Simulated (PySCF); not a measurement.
**C4H10Cl2Zr (ZrEt2Cl2): density, localisation and related maps**

```xyz
17

Zr   -0.4852    0.0787   -0.4702
C    -0.7807   -0.1117    1.6891
C    -2.2157    0.0672    2.1786
H    -0.0996    0.6286    2.1572
H    -0.3820   -1.1097    1.9644
H    -2.3034   -0.0471    3.2725
H    -2.6086    1.0661    1.9291
H    -2.8959   -0.6724    1.7254
C     1.6674   -0.0935   -0.8208
C     2.0699   -0.0048   -2.2914
H     1.9938   -1.0519   -0.3688
H     2.1460    0.7083   -0.2223
H     3.1631   -0.0565   -2.4319
H     1.6326   -0.8259   -2.8822
H     1.7357    0.9403   -2.7503
Cl   -1.1428    2.2425   -1.1148
Cl   -1.5232   -1.7588   -1.5032
```

Geometry: PBE0-D3(BJ)/def2-SVP; core potentials replace the inner electrons of Zr.

Computed with wB97X-D/def2-SVPD, SCF density, gas phase, scalar-relativistic core potentials on the heavy atoms in PySCF 2.14.0.

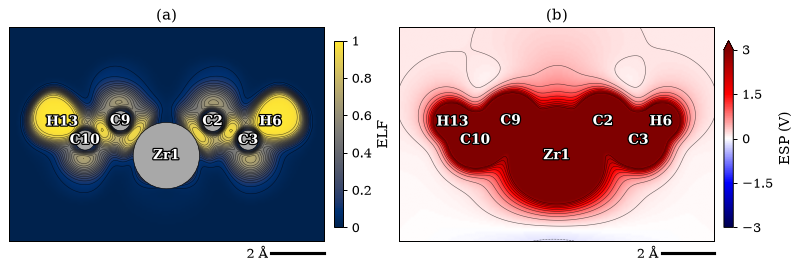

Figure 1. (a) ELF; (b) electrostatic potential on the plane of atoms C2, Zr1 and C9. Grey discs cover the atomic cores in the ELF map.

> Describe what can be read from this map.

The plane passes through Zr, C and H nuclei.
C–C (1.53 Å): the ELF peaks at about 0.95 between the atoms, as expected for a shared electron pair.
C–Zr (2.19 Å): the ELF peaks at about 0.95 in the valence shell of C, 0.7 Å from its nucleus, and is about 0.55 at the midpoint.
C–H (1.10 Å): the ELF climbs to about 1 towards the hydrogen, as it does in any bond to H (a covalent bond by its length).
The potential has no marked negative region in this plane.

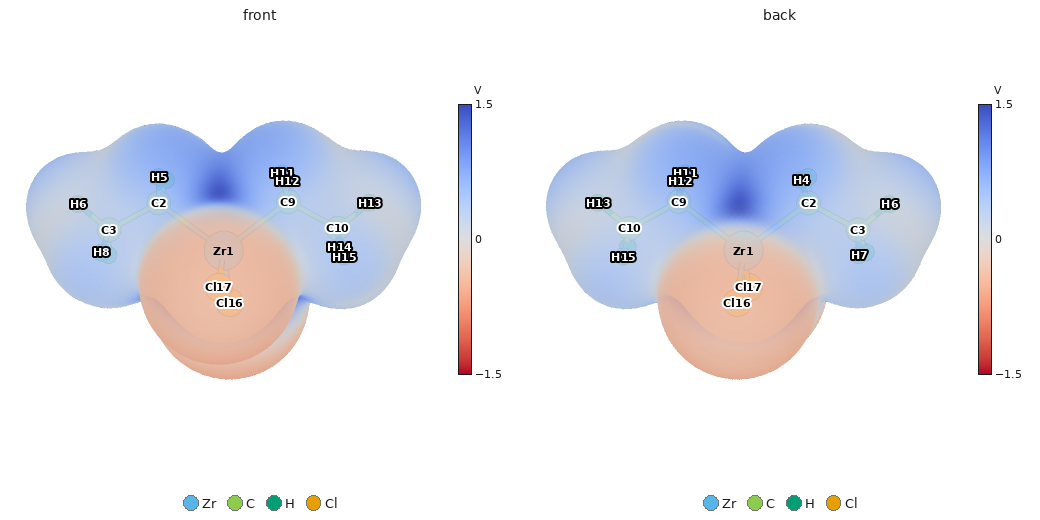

Figure 2. The electrostatic potential painted on the density surface at 0.001 e/bohr³, seen from the front and from behind; red is negative and blue positive.

> Where is the surface potential most negative and most positive?

The most negative region (about −0.5 V) lies over Cl16 and Cl17, the most positive (about +1.4 V) over Zr1.

> How polar is the molecule by this calculation?

Its dipole moment is 2.23 D.
